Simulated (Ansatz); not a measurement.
# Nudged elastic band of WH4Cl2

The run: nudged elastic band of WH4Cl2. Method and program: RKS revPBE-D4/def2-SVP (Ansatz 0.2.0).

One setting was made poor on purpose. It belongs to a series of runs on one base structure; here: band between the two ends.

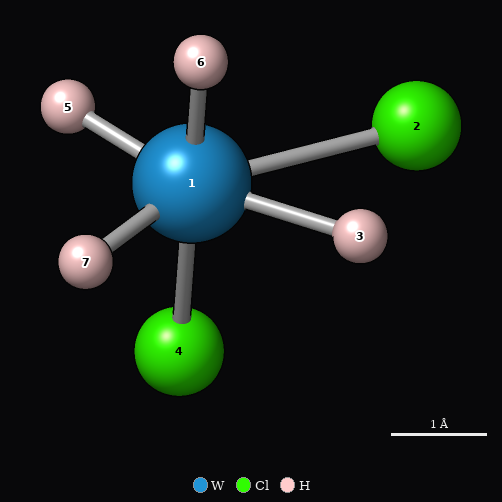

The starting structure (ball-and-stick view, seen at a tilt; atoms are numbered from 1 in the order of the input). Sticks mark near contacts. Bond lengths as drawn: Cl–W 2.39 to 2.59 Å and H–W 1.72 to 1.92 Å.

What the run reported:

```tsv
quantity	value
outcome	refused by the program
hardware	1 thread of Intel Xeon (Granite Rapids), 32 GiB of memory available, shared host
```

Diagnosis:

The program refused the input: “invalid value for `neb.final_atoms`: is identical to crystal.atoms — the two endpoints must differ for a path to exist” A deliberately poor setting: ends not relaxed.

Input:
```yaml
crystal:
  periodic: [false, false, false]
  atoms:
    - { symbol: W, position_ang: [0.0, 0.0, 0.0] }
    - { symbol: Cl, position_ang: [1.1194, 0.0, 2.3356] }
    - { symbol: H, position_ang: [1.8219, 0.0, 0.6057] }
    - { symbol: Cl, position_ang: [0.0, 2.39, 0.0] }
    - { symbol: H, position_ang: [-1.72, 0.0, 0.0] }
    - { symbol: H, position_ang: [0.0, -1.72, 0.0] }
    - { symbol: H, position_ang: [0.0, 0.0, -1.72] }
basis:
  gaussian: { orbitals: def2-SVP }
hamiltonian:
  xc: revpbe
  dispersion: d4
neb:
  order_check: false
  images: 7
  f_tol: 0.03
  max_iterations: 60
  final_atoms:
    - { symbol: W, position_ang: [0.0, 0.0, 0.0] }
    - { symbol: Cl, position_ang: [1.1194, 0.0, 2.3356] }
    - { symbol: H, position_ang: [1.8219, 0.0, 0.6057] }
    - { symbol: Cl, position_ang: [0.0, 2.39, 0.0] }
    - { symbol: H, position_ang: [-1.72, 0.0, 0.0] }
    - { symbol: H, position_ang: [0.0, -1.72, 0.0] }
    - { symbol: H, position_ang: [0.0, 0.0, -1.72] }
  initial_path:
    images:
      - { positions_ang: [[0.0, 0.0, 0.0], [1.1194, 0.0, 2.3356], [1.8219, 0.0, 0.6057], [0.0, 2.39, 0.0], [-1.72, 0.0, 0.0], [0.0, -1.72, 0.0], [0.0, 0.0, -1.72]] }
      - { positions_ang: [[0.0, 0.0, 0.0], [1.1194, 0.0, 2.3356], [1.8219, 0.0, 0.6057], [0.0, 2.39, 0.0], [-1.72, 0.0, 0.0], [0.0, -1.72, 0.0], [0.0, 0.0, -1.72]] }
      - { positions_ang: [[0.0, 0.0, 0.0], [1.1194, 0.0, 2.3356], [1.8219, 0.0, 0.6057], [0.0, 2.39, 0.0], [-1.72, 0.0, 0.0], [0.0, -1.72, 0.0], [0.0, 0.0, -1.72]] }
      - { positions_ang: [[0.0, 0.0, 0.0], [1.1194, 0.0, 2.3356], [1.8219, 0.0, 0.6057], [0.0, 2.39, 0.0], [-1.72, 0.0, 0.0], [0.0, -1.72, 0.0], [0.0, 0.0, -1.72]] }
      - { positions_ang: [[0.0, 0.0, 0.0], [1.1194, 0.0, 2.3356], [1.8219, 0.0, 0.6057], [0.0, 2.39, 0.0], [-1.72, 0.0, 0.0], [0.0, -1.72, 0.0], [0.0, 0.0, -1.72]] }
      - { positions_ang: [[0.0, 0.0, 0.0], [1.1194, 0.0, 2.3356], [1.8219, 0.0, 0.6057], [0.0, 2.39, 0.0], [-1.72, 0.0, 0.0], [0.0, -1.72, 0.0], [0.0, 0.0, -1.72]] }
      - { positions_ang: [[0.0, 0.0, 0.0], [1.1194, 0.0, 2.3356], [1.8219, 0.0, 0.6057], [0.0, 2.39, 0.0], [-1.72, 0.0, 0.0], [0.0, -1.72, 0.0], [0.0, 0.0, -1.72]] }
      - { positions_ang: [[0.0, 0.0, 0.0], [1.1194, 0.0, 2.3356], [1.8219, 0.0, 0.6057], [0.0, 2.39, 0.0], [-1.72, 0.0, 0.0], [0.0, -1.72, 0.0], [0.0, 0.0, -1.72]] }
      - { positions_ang: [[0.0, 0.0, 0.0], [1.1194, 0.0, 2.3356], [1.8219, 0.0, 0.6057], [0.0, 2.39, 0.0], [-1.72, 0.0, 0.0], [0.0, -1.72, 0.0], [0.0, 0.0, -1.72]] }
```

Launched with:
```bash
ansatz run input.yaml --threads 1 --pin off --max-ram 2048MiB --backend cpu --events-out ev --progress --plain --runs-dir out
```

Output:
```
Error: invalid value for `neb.final_atoms`: is identical to crystal.atoms — the two endpoints must differ for a path to exist
```
